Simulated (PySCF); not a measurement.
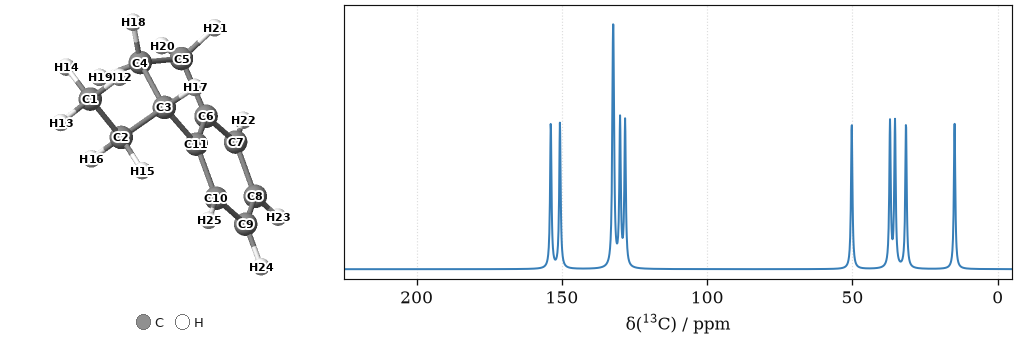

Spectrum and numbered structure of C₁₁H₁₄ (1-ethylindane), SMILES CC[C@@H]1CCc2ccccc21. GIAO shifts, B3LYP/pcSseg-1 with PySCF, at a PBE0-D3(BJ)/def2-SVP geometry (no frequency check), against TMS for ¹³C computed at the same level. Gas phase, fully decoupled, line heights follow the number of nuclei, widths are arbitrary (no quadrupolar broadening); values of one conformer, averaged over methyl-type rotors and exact or near symmetry; other conformers aren't averaged in.

**Which atoms give which ¹³C line?**

| δ (ppm) | nuclei | atoms |
| --- | --- | --- |
| 153.8 | 1 | C11 |
| 150.7 | 1 | C6 |
| 132.5 | 1 | C8 |
| 132.2 | 1 | C9 |
| 130.0 | 1 | C7 |
| 128.3 | 1 | C10 |
| 50.3 | 1 | C3 |
| 37.1 | 1 | C4 |
| 35.4 | 1 | C5 |
| 31.6 | 1 | C2 |
| 14.9 | 1 | C1 |

The order of signals that lie close, as those under 2 ppm apart, is within the error of the method.
